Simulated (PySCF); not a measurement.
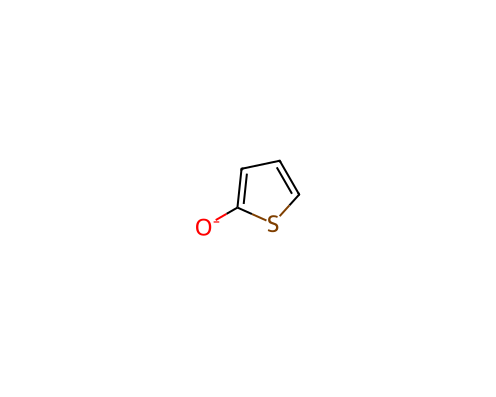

A structural formula. State: charge −1, singlet.

Question: Write the SMILES.

Answer: [O-]c1cccs1

Question: Give the formula, hydrogens included.

Answer: C4H3OS, charge -1.

Question: An optimisation with PBE0-D3(BJ)/def2-SVP gave a structure of which point group?

Answer: Cs.

The parts below concern this one geometry. Atoms keep their numbers from picture to picture. Computed geometry: PBE0-D3(BJ)/def2-SVP optimisation. No frequency run is at hand to confirm it as a minimum.

Geometry

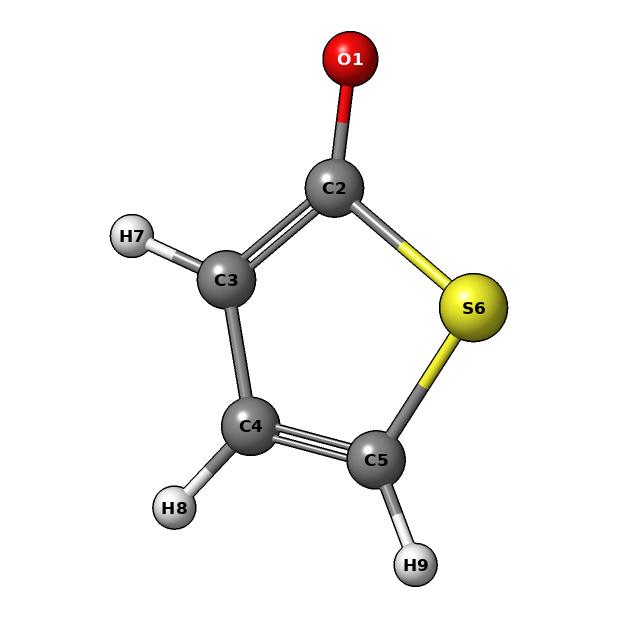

Numbered structure. No frequency run is at hand to confirm it as a minimum.

Give the bond lengths.

```
 bond  length (Å)     order
O1–C2       1.228    single
C2–C3       1.411  aromatic
C2–S6       1.882  aromatic
C3–C4       1.419  aromatic
C3–H7       1.093    single
C4–C5       1.371  aromatic
C4–H8       1.096    single
C5–S6       1.744  aromatic
C5–H9       1.091    single
```

NMR shielding

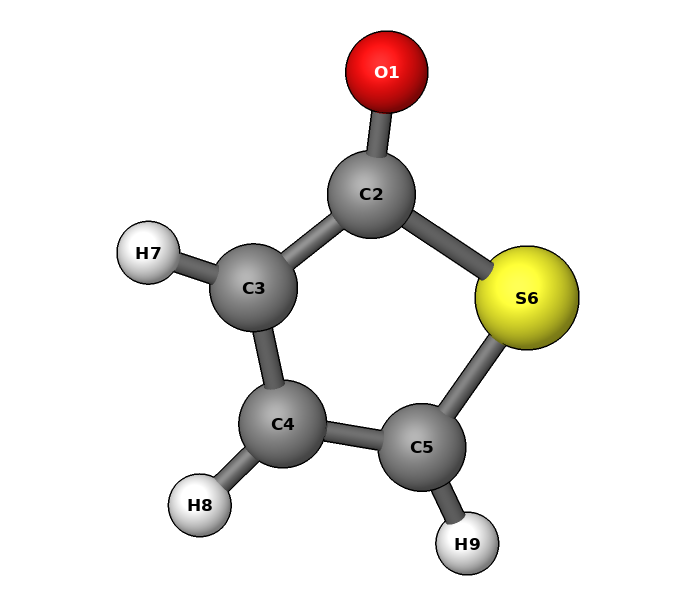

No frequency run is at hand to confirm it as a minimum. Method: GIAO PBE0/pcSseg-1 NMR shielding, non-relativistic, IEF-PCM chloroform (PySCF 2.14.0). Principal shieldings σ11 ≤ σ22 ≤ σ33, span Ω = σ33 − σ11, skew κ = 3(σiso − σ22)/Ω.

Give the shielding tensors of the O atoms.

| atom | σ11 | σ22 | σ33 | σiso | Ω | κ |
| --- | --- | --- | --- | --- | --- | --- |
| O1 | −202.2 | −13.1 | 270.8 | 18.5 | 473.0 | 0.20 |

Shieldings and span in ppm.

Electronic properties

No frequency run is at hand to confirm it as a minimum. Properties computed with PBE0-D3(BJ)/def2-SVP, gas phase (PySCF 2.14.0).

Question: Estimate the rotational constants.

Answer: 5.216, 3.343, 2.037 GHz.

Charges

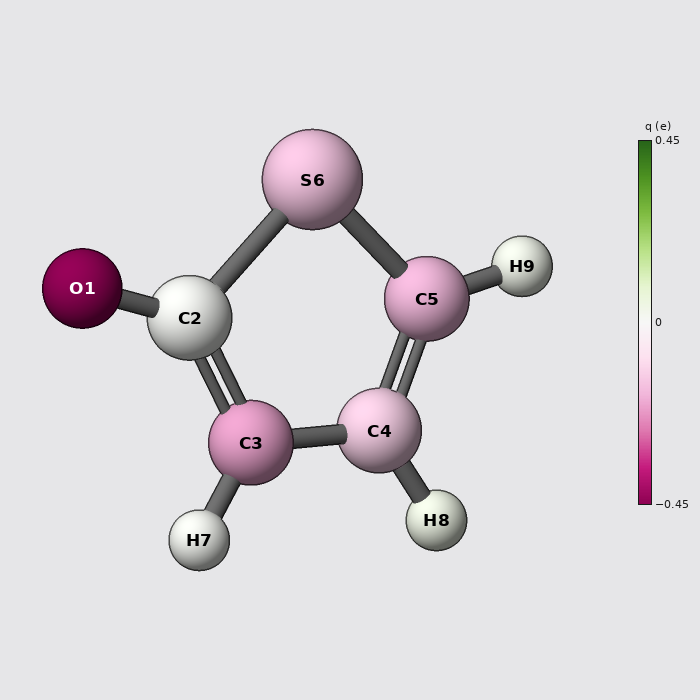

Atoms are coloured by their Hirshfeld charges. No frequency run is at hand to confirm it as a minimum. Method: PBE0/pcSseg-1 in acetone (IEF-PCM) (PySCF 2.14.0).

Question: Which atom carries the highest charge (most positive or least negative)?

Answer: H8 (0.04 e).

Question: And the lowest?

Answer: O1 (−0.44 e).

Give the Hirshfeld charges atom by atom.

| atom | value (e) |
| --- | --- |
| O1 | −0.44 |
| C2 | 0.01 |
| C3 | −0.20 |
| C4 | −0.12 |
| C5 | −0.17 |
| S6 | −0.14 |
| H7 | 0.01 |
| H8 | 0.04 |
| H9 | 0.03 |

Quadrupole coupling

No frequency run is at hand to confirm it as a minimum. Electric field gradients from the ground-state density, PBE0/pcSseg-1 in acetone (IEF-PCM) (PySCF 2.14.0), non-relativistic apart from any core potentials.

Give the largest field-gradient component, the quadrupole coupling constant and the asymmetry for 17O at O1 (Q = −25.6 mb), 33S at S6 (Q = −67.81 mb), 2H at H7 (Q = 2.86 mb), 2H at H8 (Q = 2.86 mb).

```tsv
atom	V_zz (a.u.)	e²qQ/h (MHz)	η
O1	1.081	−6.50	0.88
S6	1.702	−27.1	0.94
H7	0.320	0.215	0.12
H8	0.305	0.205	0.06
```
